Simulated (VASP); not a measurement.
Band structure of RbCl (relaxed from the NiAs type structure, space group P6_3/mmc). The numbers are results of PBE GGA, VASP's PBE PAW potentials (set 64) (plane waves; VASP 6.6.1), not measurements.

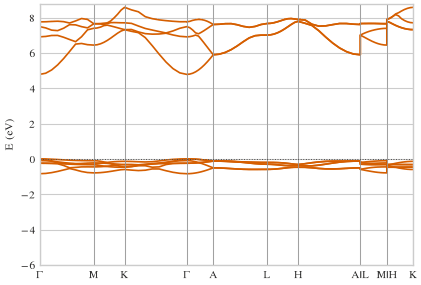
Figure: Bands along high-symmetry lines, zero at the valence-band maximum or, without a gap, the Fermi level

**Question.** Read the plot: is there a gap, and where are the band edges?

**Answer.** The gap is direct, 4.78 eV, from the valence maximum at Γ to the conduction minimum at Γ. (Edges off the drawn lines would not show.)

The structure was generated: RbCl was put into the NiAs type type (P6_3/mmc), which need not be its known phase. It was relaxed first, which changed the volume by -8 %.
